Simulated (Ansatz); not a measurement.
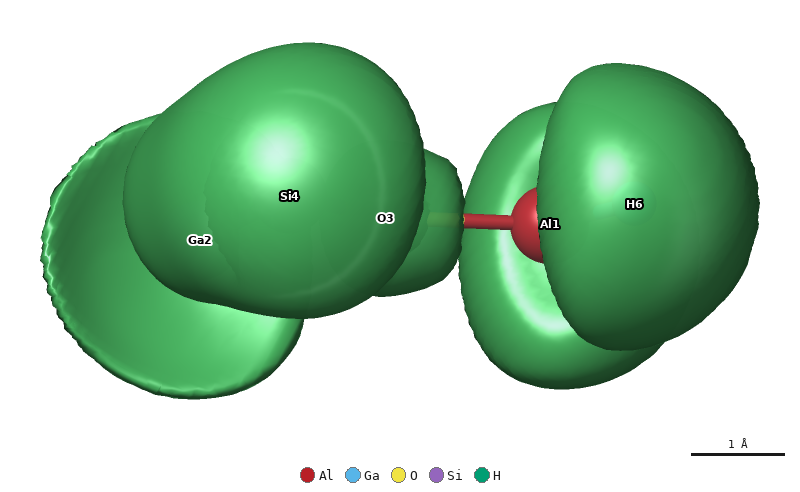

Figure. AlGaH2OSi (charge +1, doublet). Isosurface of the electron localisation function at 0.75 (green), seen from one side. Only the valence region is drawn (cores and ρ < 0.01 e/Å³ removed).

Geometry: PBE0-D3(BJ)/pcseg-1.

The calculation used isolated molecule in a Gaussian basis; Kohn-Sham density functional theory, functional PBE0 in Ansatz.

```xyz
6

Al   -2.6219    0.0583   -1.5085
Ga    0.4062    2.3093   -0.5391
O    -1.0347    0.3615   -0.6875
Si    0.1157   -0.3958    0.2570
H    -3.0975    1.3516   -2.2557
H    -3.1472   -1.4019   -1.2877
```

**Where are the electrons localised?**

The ELF exceeds this value in two regions around hydrogen nuclei, one lobe on Ga, pointing away from the bonds (non-bonding electrons), one lobe on Si, pointing away from the bonds (non-bonding electrons) and one region wrapped around O (its valence shell).

Values along the shortest contacts:
Si–O (1.67 Å): the ELF peaks at about 0.85 between the atoms (a polar covalent bond). Al–O (1.81 Å): the ELF peaks at about 0.90 in the valence shell of O, 0.7 Å from its nucleus, and is about 0.45 at the midpoint.
